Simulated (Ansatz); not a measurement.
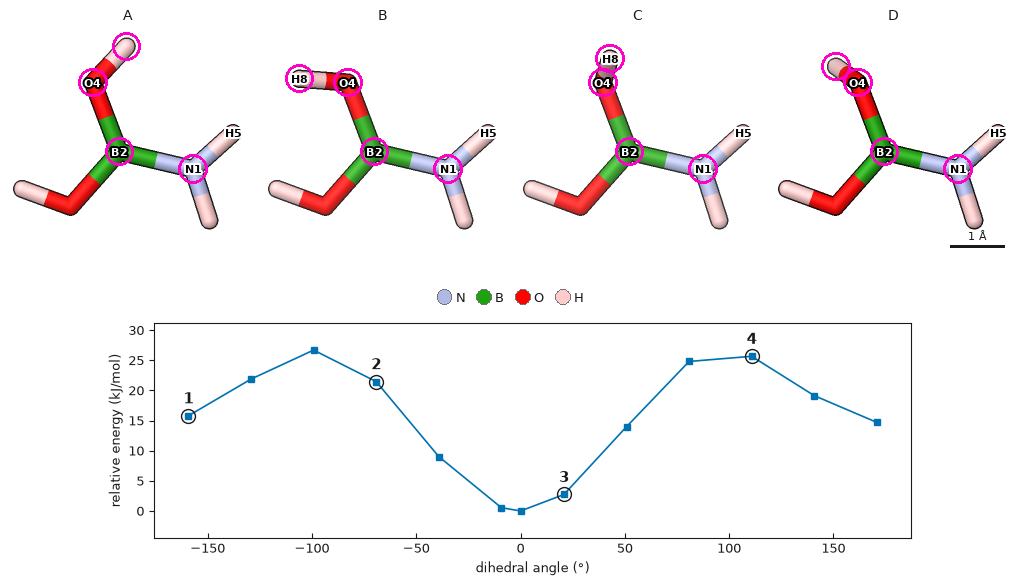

Energy scan for BNH4O2, in which one N–B–O–H dihedral angle is varied, with the rest of the molecule carried along rigidly. The frames are shuffled; the numbered points of the plot belong to them. A stick model, seen face on. The ringed atoms are those of the scanned coordinate.

Level of theory: CCSD(T) (def2-TZVPP, Ansatz), on geometries moved rigidly from the minimum at PBE0-D4/def2-TZVP. Coupled cluster with a frozen core. Energies are counted from the PBE0-D4/def2-TZVP minimum geometry at the same level.

### Which frame belongs to which numbered point?

Point 1 is frame B (the dihedral −159.2°, 15.8 kJ/mol); 2 is frame C (the dihedral −69.2°, 21.5 kJ/mol); 3 is frame A (the dihedral 20.8°, 2.7 kJ/mol); 4 is frame D (the dihedral 110.8°, 25.7 kJ/mol). The lowest computed point lies at the dihedral 0.0° (0.0 kJ/mol). Local maxima lie at −99.2° (26.7 kJ/mol), 110.8° (25.7 kJ/mol). The highest point, at −99.2°, lies 26.7 kJ/mol above the lowest and gives an upper estimate of the barrier to rotation, since the rotor is rigid.
